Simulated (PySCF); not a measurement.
# One shape, several levels: singlet BH3

We compute a comparison of 4 runs (SVWN5/6-31G, BCCD(T)/6-31G, QCISD(T)/6-31G, FCI/6-31G) of singlet BH3. The job is set up through a Python script.

The calculation is run with PySCF 2.14.0.

6 further runs of the same task are left out: 6 set aside as unsound or not needed.

## Step 1: The system as given

The species is BH3 (4 atoms), meant as a singlet with charge 0. SMILES of the parent species: `[BH3-]`. Geometry: relaxed at GFN2-xTB. That shape belongs to the parent species and isn't relaxed for this state.

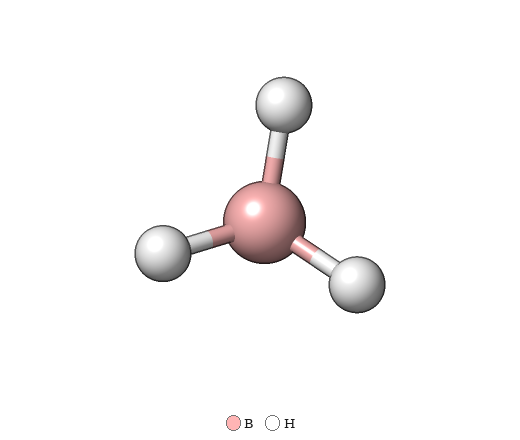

The structure, seen from a chosen angle (boron pink, hydrogen white).

## Step 2: A single-point energy at SVWN5/6-31G (run 1)

File start.xyz:

```xyz
4
BH3
B      0.150430    -0.037330    -0.233800
H      0.917080     0.452560     0.628490
H     -0.279230    -1.161080     0.118390
H     -0.788270     0.745860    -0.513080
```

File input.py:

```python
from pyscf import gto, dft

mol = gto.M(
    atom='start.xyz',
    basis='6-31g',
    spin=0,
    verbose=3,
    max_memory=1860,
)

mf = dft.RKS(mol)
mf.xc = 'svwn'
mf.conv_tol = 1e-10
mf.grids.level = 5
mf.kernel()
if not mf.converged:
    mf = mf.newton().run(mf.mo_coeff, mf.mo_occ)

etot = mf.e_tot
print('E(%s) = %.9f' % ('SVWN5', etot))
```

Launch:

```
$ OMP_NUM_THREADS=1 python input.py
```

The program printed:

```text
converged SCF energy = -26.2283661252653
E(SVWN5) = -26.228366125
```

Run time: 1.2 s. Hardware: 1 thread of Arm Neoverse V1, shared host; peak memory 0.13 GiB.

## Step 3: The energy at BCCD(T)/6-31G (run 2)

File input.xyz:

```xyz
4

B      0.150430    -0.037330    -0.233800
H      0.917080     0.452560     0.628490
H     -0.279230    -1.161080     0.118390
H     -0.788270     0.745860    -0.513080
```

File input.py:

```python
from pyscf import gto, scf, cc
from pyscf.cc.bccd import bccd_kernel_

molecule = gto.M(
    atom='input.xyz',
    max_memory=1860,
    basis='6-31g',
    spin=0,
    verbose=3,
)

calc0 = scf.RHF(molecule)
calc0.conv_tol = 1e-10
calc0.kernel()
if not calc0.converged:
    calc0 = calc0.newton().run(calc0.mo_coeff, calc0.mo_occ)

mycc = cc.CCSD(calc0, frozen=1).run()
mycc = bccd_kernel_(mycc, diis=True)
e_t = mycc.ccsd_t()
e_final = mycc.e_tot + e_t
print(f'total energy: {e_final:.8f} hartree')
```

Launch:

```
$ OMP_NUM_THREADS=1 python input.py
```

The program printed:

```text
converged SCF energy = -26.3410566569141
E(CCSD) = -26.41837306358592  E_corr = -0.07731640667184224
BCCD loop starts.

[... 20 lines left out ...]
CCSD converged
[... 21 lines left out ...]
CCSD converged
[... 3 lines left out ...]
******** <class 'pyscf.cc.ccsd.CCSD'> ********
CC2 = 0
CCSD nocc = 3, nmo = 14
frozen orbitals 1
max_cycle = 50
direct = 0
conv_tol = 1e-07
conv_tol_normt = 1e-05
diis_space = 6
diis_start_cycle = 0
diis_start_energy_diff = 1e+09
Init E_corr(CCSD) = -0.0776219377806565
cycle = 1  E_corr(CCSD) = -0.0776242818692122  dE = -2.34408856e-06  norm(t1,t2) = 9.86486e-05
cycle = 2  E_corr(CCSD) = -0.0776236797975657  dE = 6.02071646e-07  norm(t1,t2) = 1.34522e-05
cycle = 3  E_corr(CCSD) = -0.0776234559878856  dE = 2.2380968e-07  norm(t1,t2) = 3.54061e-06
cycle = 4  E_corr(CCSD) = -0.0776234244561454  dE = 3.15317401e-08  norm(t1,t2) = 4.86244e-07
CCSD converged
E(CCSD) = -26.41832059452471  E_corr = -0.07762342445614541
BCC iter:    2  E:     -26.418320594525  dE:    4.917e-07  |t1|:    2.520e-06
CCSD(T) correction = -0.000972604645333171
total energy: -26.41929320 hartree
```

Run time: 0.95 s. Hardware: 1 thread of Arm Neoverse V1, shared host; peak memory 0.1 GiB.

Run 3 isn't shown in full; the table further down has it.

## Step 4: The energy at FCI/6-31G (run 4)

File job.py:

```python
from pyscf import gto, mcscf
from pyscf import fci

system = gto.M(
    atom='''
B        0.150430      -0.037330      -0.233800
H        0.917080       0.452560       0.628490
H       -0.279230      -1.161080       0.118390
H       -0.788270       0.745860      -0.513080
''',
    max_memory=1860,
    charge=0,
    verbose=3,
    basis='6-31g',
)

myscf = system.RHF()
myscf.conv_tol = 1e-10
myscf.kernel()
if not myscf.converged:
    myscf = myscf.newton().run(myscf.mo_coeff, myscf.mo_occ)

cas = mcscf.CASCI(myscf, myscf.mo_coeff.shape[-1] - 1, (system.nelec[0] - 1, system.nelec[1] - 1))  # full CI above the frozen core
cas.fcisolver = fci.direct_spin0.FCI(system)  # even spin states alone
cas.kernel()
print('<S^2> = %.4f' % cas.fcisolver.spin_square(cas.ci, cas.ncas, cas.nelecas)[0])
energy = cas.e_tot
print('E = %.10f Eh' % energy)
```

Launch:

```
$ OMP_NUM_THREADS=1 python job.py
```

The program printed:

```text
converged SCF energy = -26.3410566569141
CASCI E = -26.4196116370279  E(CI) = -9.00134478981758  S^2 = 0.0000000
<S^2> = 0.0000
E = -26.4196116370 Eh
```

Wall time 2.7 s (1 thread of Arm Neoverse V1, shared host); peak memory 0.14 GiB.

## Step 5: All runs side by side

```csv
run,level,integration grid,frozen core orbitals,energy (Eh),dipole moment (D) of the reference,HOMO energy (eV),LUMO energy (eV),wall time
1,SVWN5/6-31G,5,–,-26.228366,0.66,-7.90,-3.77,1.2 s
2,BCCD(T)/6-31G,–,1,-26.419293,–,–,–,0.95 s
3,QCISD(T)/6-31G,–,1,-26.419338,0.95,-12.83,1.48,0.72 s
4,FCI/6-31G,–,1,-26.419612,0.95,-12.83,1.48,2.7 s
```

## Step 6: Outcome

| quantity | value |
| --- | --- |
| run 4: total energy | -26.41961 Eh |
| run 4: dipole moment (Hartree–Fock density) | 0.95 D |
| run 4: HOMO energy (Hartree–Fock orbitals) | -12.83 eV |
| run 4: LUMO energy (Hartree–Fock orbitals) | 1.48 eV |
| run 4: HOMO–LUMO gap (Hartree–Fock orbitals) | 14.31 eV |
| run 4: correlation energy (1 core orbital frozen) | -78.6 mEh |

What this shows: Against full CI in this basis: BCCD(T) +0.3 mEh; QCISD(T) +0.3 mEh. All runs together took 5.6 s, the longest 2.7 s.
